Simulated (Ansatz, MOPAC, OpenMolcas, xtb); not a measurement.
**AlNH2ClF (SMILES [NH2][Al]([F])[Cl]): the zero-point energy at each level's own minimum, rung by rung**

AlNH2ClF, singlet, SMILES `[NH2][Al]([F])[Cl]`. Each level relaxes the structure for itself.

Each level gives the zero-point energy at each level's own minimum (kJ/mol). The values are calculated.

```tsv
level	kind	program	value (kJ/mol)
MNDOD	semi-empirical	MOPAC	81.1
PM6-D3H4	semi-empirical	MOPAC	74.0
PM6-DH+	semi-empirical	MOPAC	73.8
GFN2-xTB	semi-empirical	xtb	73.2
HF/STO-3G	Hartree–Fock	Ansatz	91.3
HF/3-21G	Hartree–Fock	OpenMolcas	85.6
HF/6-31G* (Cartesian functions)	Hartree–Fock	Ansatz	84.2
PBE/def2-SVP	GGA	Ansatz	76.3
PBE0-D4/def2-TZVP	global hybrid	Ansatz	79.0
B3LYP/6-31G* (Cartesian functions)	global hybrid	Ansatz	78.8
```

Harmonic and unscaled. The values span 73.2 to 91.3 kJ/mol.

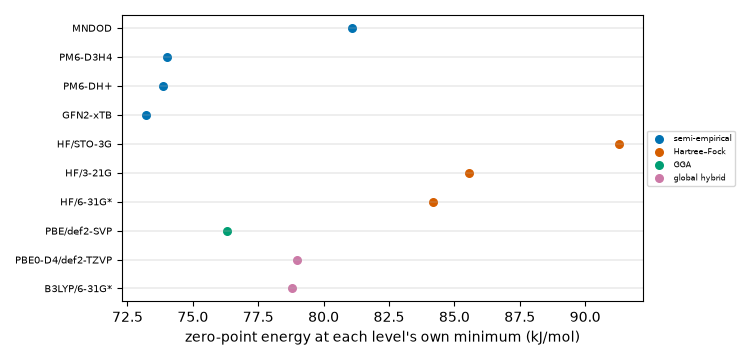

The values of the table, level by level.
